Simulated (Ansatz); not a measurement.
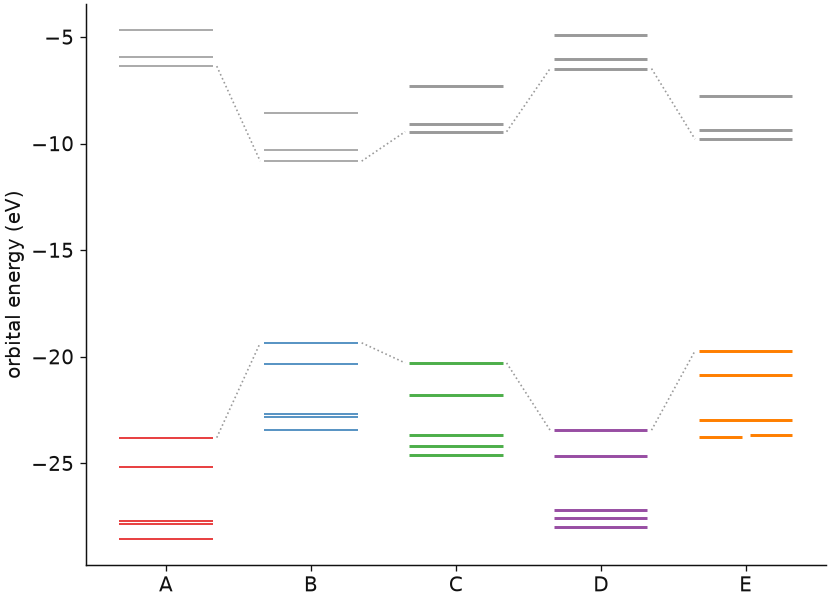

Frontier orbital energies (alpha spin) of CO₂⁺, SMILES O=C=[O+], doublet at one geometry, def2-TZVPP, the Ansatz code, at a PBE0-D4/def2-TZVP geometry (a minimum by its frequencies). Empty levels are grey, levels within 0.1 eV stand side by side; all columns show the same few orbitals around the gap. Dotted lines join the HOMOs and the LUMOs. HOMO and LUMO mean the alpha set's.

**The columns come from B97M-V, LC-wPBE, LDA (SPW92), r2SCANh and ωB97X-V. Which is which?**

A: LC-wPBE (HOMO −23.79, LUMO −6.36, separation 17.43 eV)
B: LDA (SPW92) (HOMO −19.34, LUMO −10.82, separation 8.52 eV)
C: r2SCANh (HOMO −20.29, LUMO −9.44, separation 10.85 eV)
D: ωB97X-V (HOMO −23.44, LUMO −6.48, separation 16.96 eV)
E: B97M-V (HOMO −19.72, LUMO −9.79, separation 9.93 eV)
